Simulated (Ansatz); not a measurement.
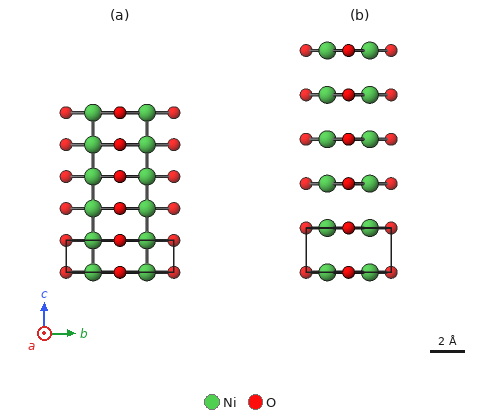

The structure of solid Ni$_{2}$O (a generated structure, set up in Cmmm) (coarse preliminary run) before (left) and after (right) a relaxation, at one scale.

A ball-and-stick model of the conventional cell (2 times the calculation's cell), repeated 1 × 1 × 5 with one cell outlined, seen along the a axis. Lengths and directions refer to the drawn axes.

The calculation used DFT PBE, scalar-relativistic, plane waves, PAW in Ansatz 0.2.0. Set-up: plane-wave cutoff 420 eV; k-point mesh 6 × 6 × 8; occupations gaussian; smearing width 0.1 eV; collinear spin; cell and atoms relaxed; force threshold 0.04 eV/Å; at most 70 steps.

### Summarise the run.

Over 14 accepted moves (17 points after the start) the energy falls by 6.936 eV per cell of the calculation. All forces vanish by symmetry, so only the cell relaxes. The pressure goes from 159.49 to −0.05 GPa. The SCF was repeated 3 times at an unchanged geometry on a basis and grid sized afresh for the cell, which shifted the energy by 0.554 eV per cell of the calculation at most. No atom moves by more than 0.005 Å relative to the cell. The volume changes by +49.6 %, with a 3.768 → 5.140 Å (+36.4 %), b 6.526 → 5.149 Å (−21.1 %), c 1.934 → 2.687 Å (+39.0 %). Some distances before and after: Ni–Ni 1.934 → 2.687 Å, Ni–Ni 1.884 → 2.570 Å, Ni–O 1.884 → 1.819 Å. Bonds break: Ni–Ni (1.88 → 2.57 Å). Bond angles that change, for instance: Ni–O–Ni 120.0° → 90.1°, Ni–O–Ni 60.0° → 89.9°. The space group stays Cmmm (No. 65). The program noted that the starting moments weren't kept. The run may lie on a higher electronic state than the lowest, so the end point isn't shown to be the ground-state structure. Cost: 3.1 min on 1 thread of Arm Neoverse V2, with other jobs on the host, peak memory 0.39 GiB.

Limits of the set-up: the k-point mesh is coarse for a cell with partly filled bands.
